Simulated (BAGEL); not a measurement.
**C2H3FP2 (SMILES FC1=CP1P): HF/cc-pVDZ (density fitting with qzvpp-jkfit)**

Aim: the electronic atomisation energy of C2H3FP2 at HF/cc-pVDZ (density fitting with qzvpp-jkfit), from 5 runs. 

The results are computed with BAGEL 1.2.2.

### Step 1. The molecule

C2H3FP2 has 8 atoms, charge 0, and is taken as a singlet. As SMILES, `FC1=CP1P`. Geometry: a GFN2-xTB relaxation, a rough one for these elements and not checked as a minimum.

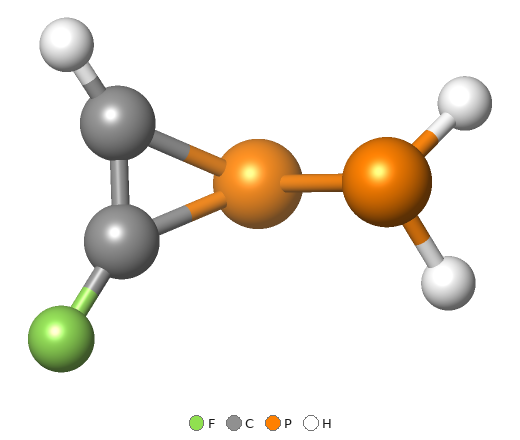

The structure, seen from a chosen angle (fluorine green, carbon grey, phosphorus orange, hydrogen white).

### Step 2. The energy at HF/cc-pVDZ (density fitting with qzvpp-jkfit)

job.json

```json
{ "bagel": [

{
  "title": "molecule",
  "basis": "cc-pvdz.json",
  "df_basis": "qzvpp-jkfit",
  "angstrom": true,
  "geometry": [
    { "atom": "F", "xyz": [    1.185660,   -1.944360,    1.250850 ] },
    { "atom": "C", "xyz": [    0.667300,   -0.754210,    1.038980 ] },
    { "atom": "C", "xyz": [    0.907780,    0.522900,    1.127050 ] },
    { "atom": "P", "xyz": [   -0.819120,    0.169290,    0.513460 ] },
    { "atom": "P", "xyz": [   -0.551180,    0.213760,   -1.659030 ] },
    { "atom": "H", "xyz": [    1.618770,    1.270700,    1.394380 ] },
    { "atom": "H", "xyz": [   -1.549820,   -0.737680,   -1.859500 ] },
    { "atom": "H", "xyz": [   -1.459390,    1.259600,   -1.806180 ] }
  ]
},
{
  "title": "hf"
},
{
  "title": "print",
  "file": "orbitals.molden",
  "orbitals": true
}

]}
```

The basis set cc-pVDZ is read from a file made from the Basis Set Exchange's data (not shown).

Command:

```
$ BAGEL_NUM_THREADS=1 BAGEL job.json > job.out
```

The log of the run:

```text
* using 1 threads per process

  ===============================================================
  ===============================================================

  *** Geometry ***

  { "atom" : "F", "xyz" : [      2.240573,     -3.674308,      2.363764 ] },
  { "atom" : "C", "xyz" : [      1.261014,     -1.425250,      1.963388 ] },
  { "atom" : "C", "xyz" : [      1.715456,      0.988138,      2.129816 ] },
  { "atom" : "P", "xyz" : [     -1.547912,      0.319912,      0.970299 ] },
  { "atom" : "P", "xyz" : [     -1.041579,      0.403948,     -3.135112 ] },
  { "atom" : "H", "xyz" : [      3.059032,      2.401275,      2.634996 ] },
  { "atom" : "H", "xyz" : [     -2.928735,     -1.394013,     -3.513946 ] },
  { "atom" : "H", "xyz" : [     -2.757847,      2.380299,     -3.413186 ] },

  Number of auxiliary basis functions:      537

  Since a DF basis is specified, we compute 2- and 3-index integrals:
    o Being stored without compression. Storage requirement is 0.037 GB

  Number of basis functions:       93
  Number of electrons      :       54

    * METHOD: MOLECULE                             0.31

  *** RHF ***

  === Nuclear Repulsion ===
   259.6044263352

      * DIIS with orbital gradients will be used.

  === RHF iteration (cc-pvdz.json) ===
      0       -858.12947210          0.01224956           0.15
      1       -858.25136924          0.00720423           0.14
      2       -858.29422020          0.00145613           0.12
      3       -858.29750075          0.00043782           0.17
      4       -858.29768398          0.00014910           0.11
      5       -858.29772610          0.00004908           0.12
      6       -858.29773138          0.00001682           0.12
      7       -858.29773203          0.00000877           0.16
      8       -858.29773222          0.00000409           0.11
      9       -858.29773226          0.00000157           0.11
     10       -858.29773226          0.00000065           0.11
     11       -858.29773226          0.00000027           0.14
     12       -858.29773226          0.00000013           0.11
     13       -858.29773226          0.00000005           0.11
     14       -858.29773226          0.00000003           0.11
     15       -858.29773226          0.00000001           0.11
     16       -858.29773226          0.00000001           0.11
    * SCF iteration converged.

    * Permanent dipole moment:
           (    0.010040,    -0.448536,    -0.027415) a.u.

    * METHOD: HF                                   2.34

    * METHOD: PRINT                                0.01

  ===============================================================
```

It took 3.3 s on 1 thread of Intel Xeon Platinum 8488C (Sapphire Rapids), shared host; peak memory 0.15 GiB.

### Step 3. The C atom

input.json

```json
{ "bagel": [

{
  "title": "molecule",
  "basis": "cc-pvdz.json",
  "df_basis": "qzvpp-jkfit",
  "angstrom": true,
  "geometry": [
    { "atom": "C", "xyz": [       0.000000,       0.000000,       0.000000 ] }
  ]
},

{ "title": "uhf", "nopen": 2 },

{ "title": "print", "file": "orbitals.molden", "orbitals": true }

]}
```

The basis set cc-pVDZ is read from a file made from the Basis Set Exchange's data (not shown).

Run the same way, it converges to -37.68654 Eh (log not shown).

### Step 4. The F atom at the same level

hf.json

```json
{ "bagel" : [

{
  "title" : "molecule",
  "basis" : "cc-pvdz.json",
  "df_basis" : "qzvpp-jkfit",
  "angstrom" : true,
  "geometry" : [
    { "atom" : "F", "xyz" : [    0.000000,    0.000000,    0.000000 ] }
  ]
},
{ "title" : "uhf", "nopen" : 1 },
{ "title" : "print", "file" : "orbitals.molden", "orbitals" : true }

]}
```

The basis set cc-pVDZ is read from a file made from the Basis Set Exchange's data (not shown).

Run the same way, it converges to -99.37523 Eh (log not shown).

### Step 5. The H atom at the same level

input.json

```json
{ "bagel": [

{
  "title": "molecule",
  "basis": "cc-pvdz.json",
  "df_basis": "qzvpp-jkfit",
  "angstrom": true,
  "geometry": [
    { "atom": "H", "xyz": [       0.000000,       0.000000,       0.000000 ] }
  ]
},

{ "title": "uhf", "nopen": 1 },

{ "title": "print", "file": "orbitals.molden", "orbitals": true }

]}
```

The basis set cc-pVDZ is read from a file made from the Basis Set Exchange's data (not shown).

Command:

```
$ BAGEL_NUM_THREADS=1 BAGEL input.json > input.out
```

The log of the run:

```text
* using 1 threads per process

  ===============================================================
  ===============================================================

  *** Geometry ***

  { "atom" : "H", "xyz" : [      0.000000,      0.000000,      0.000000 ] },

  Number of auxiliary basis functions:       18

  Since a DF basis is specified, we compute 2- and 3-index integrals:
    o Being stored without compression. Storage requirement is 0.000 GB

  Number of basis functions:        5
  Number of electrons      :        1

    * METHOD: MOLECULE                             0.01

  *** Open-shell HF ***

  === Nuclear Repulsion ===
     0.0000000000

      * DIIS with orbital gradients will be used.

  === UHF iteration (cc-pvdz.json) ===
      0         -0.48776147          0.02127267           0.00
      1         -0.49773775          0.00783822           0.00
      2         -0.49907249          0.00286837           0.00
      3         -0.49927840          0.00000000           0.00
    * SCF iteration converged.

    * S^2 (UHF) is 0.7500

    * Permanent dipole moment:
           (    0.000000,     0.000000,     0.000000) a.u.

    * METHOD: UHF                                  0.01

    * METHOD: PRINT                                0.00

  ===============================================================
```

Run time: 0.38 s. Hardware: 1 thread of Intel Xeon Platinum 8488C (Sapphire Rapids), shared host; peak memory 0.079 GiB.

### Step 6. The P atom at the same level

input.json

```json
{ "bagel" : [

{
  "title" : "molecule",
  "basis" : "cc-pvdz.json",
  "df_basis" : "qzvpp-jkfit",
  "angstrom" : true,
  "geometry" : [
    { "atom" : "P", "xyz" : [       0.000000,       0.000000,       0.000000 ] }
  ]
},

{
  "title" : "uhf",
  "nopen" : 3
},

{
  "title" : "print",
  "file" : "orbitals.molden",
  "orbitals" : true
}

]}
```

The basis set cc-pVDZ is read from a file made from the Basis Set Exchange's data (not shown).

Command:

```
$ BAGEL_NUM_THREADS=1 BAGEL input.json > input.out
```

The log of the run:

```text
* using 1 threads per process

  ===============================================================
  ===============================================================

  *** Geometry ***

  { "atom" : "P", "xyz" : [      0.000000,      0.000000,      0.000000 ] },

  Number of auxiliary basis functions:      128

  Since a DF basis is specified, we compute 2- and 3-index integrals:
    o Being stored without compression. Storage requirement is 0.000 GB

  Number of basis functions:       18
  Number of electrons      :       15

    * METHOD: MOLECULE                             0.02

  *** Open-shell HF ***

  === Nuclear Repulsion ===
     0.0000000000

      * DIIS with orbital gradients will be used.

  === UHF iteration (cc-pvdz.json) ===
      0       -340.69530473          0.00671926           0.00
      1       -340.70822839          0.00171575           0.00
      2       -340.70894315          0.00047214           0.00
      3       -340.70905935          0.00007984           0.00
      4       -340.70906628          0.00000812           0.00
      5       -340.70906648          0.00000094           0.00
      6       -340.70906648          0.00000012           0.00
      7       -340.70906648          0.00000001           0.00
      8       -340.70906648          0.00000000           0.00
    * SCF iteration converged.

    * S^2 (UHF) is 3.7501

    * Permanent dipole moment:
           (   -0.000000,    -0.000000,    -0.000000) a.u.

    * METHOD: UHF                                  0.03

    * METHOD: PRINT                                0.00

  ===============================================================
```

Run time: 0.4 s. Hardware: 1 thread of Intel Xeon Platinum 8488C (Sapphire Rapids), shared host; peak memory 0.079 GiB.

### Step 7. What came out

Level: HF/cc-pVDZ (density fitting with qzvpp-jkfit).

| quantity | value |
| --- | --- |
| molecule: total energy | -858.29773 Eh |
| molecule: dipole moment | 1.14 D |
| molecule: HOMO energy | -8.73 eV |
| molecule: LUMO energy | 3.32 eV |
| molecule: HOMO–LUMO gap | 12.06 eV |
| C atom: total energy | -37.68654 Eh |
| C atom: dipole moment | 0.00 D |
| C atom: ⟨S²⟩ | 2.006 |
| F atom: total energy | -99.37523 Eh |
| F atom: dipole moment | 0.00 D |
| F atom: ⟨S²⟩ | 0.752 |
| H atom: total energy | -0.49928 Eh |
| H atom: dipole moment | 0.00 D |
| H atom: ⟨S²⟩ | 0.750 |
| P atom: total energy | -340.70907 Eh |
| P atom: dipole moment | 0.00 D |
| P atom: ⟨S²⟩ | 3.750 |
| electronic atomisation energy | 17.237 eV |

**Reading.** Taking the molecule apart into free atoms costs 17.24 eV (397 kcal/mol), before zero-point energy and without spin-orbit coupling. Hartree–Fock lacks the correlation of the bonding pairs, which as a rule makes this value much too low; in minimal bases other errors can mask that.
